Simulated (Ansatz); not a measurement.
H₇NSn₂ (SMILES [NH2][SnH2][SnH3])

The calculation's input:

```
crystal:
  periodic: [false, false, false]
  atoms:
    - symbol: "N"
      position_ang: [0.393397, -1.006743, 0.584780]
    - symbol: Sn
      position_ang: [-1.367397, -0.118483, 1.161787]
    - symbol: Sn
      position_ang: [-2.334823, 1.777687, -0.644588]
    - symbol: H
      position_ang: [0.304762, -1.499245, -0.303252]
    - symbol: H
      position_ang: [1.147622, -0.330765, 0.469859]
    - symbol: H
      position_ang: [-1.027116, 0.598821, 2.683028]
    - symbol: H
      position_ang: [-2.478636, -1.412530, 1.349082]
    - symbol: H
      position_ang: [-1.184130, 3.031743, -0.871634]
    - symbol: H
      position_ang: [-3.800683, 2.492564, -0.110457]
    - symbol: H
      position_ang: [-2.622898, 1.055948, -2.175729]
basis:
  gaussian:
    orbitals: def2-TZVPD
hamiltonian:
  xc: {name: PBE0}
output:
  forces: true
  orbitals: {seedname: orbitals}
```

Command:

```sh
ansatz run input.yaml --threads 2 --pin off --max-ram 4350MiB --events-out events.jsonl --progress --plain --runs-dir runs
```

Geometry: PBE0-D3(BJ)/def2-SVP; core potentials replace the inner electrons of Sn.

Computed with Ansatz 0.2.0, isolated molecule in a Gaussian basis; Kohn-Sham density functional theory, functional PBE0.

> What can the converged electron density and electron localisation function tell about the bonding?

Sn–N (2.05 Å): ρ at the midpoint is about 0.76 e/Å³; the ELF peaks at about 0.85 in the valence shell of N, 0.6 Å from its nucleus, and drops to about 0.15 between the two atoms.
Sn–Sn (2.79 Å): ρ is about 0.41 e/Å³ halfway; the ELF peaks at about 0.80 between the atoms: a covalent bond.
Sn–H (1.72 Å): ρ is about 1.2 e/Å³ halfway; the ELF climbs to about 1 towards the hydrogen.

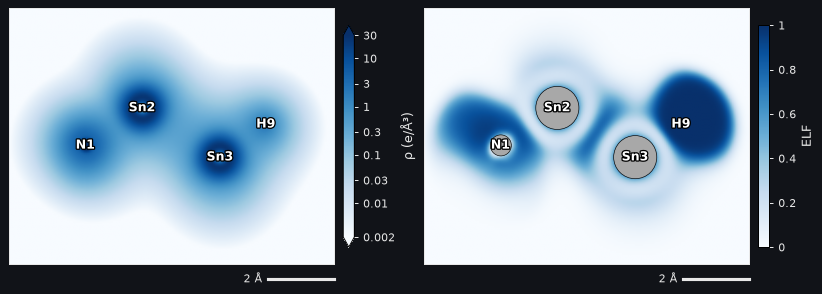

Computed electron density and electron localisation function on the plane of atoms N1, Sn2 and Sn3, in this order. Grey discs cover the atomic cores in the ELF map. 
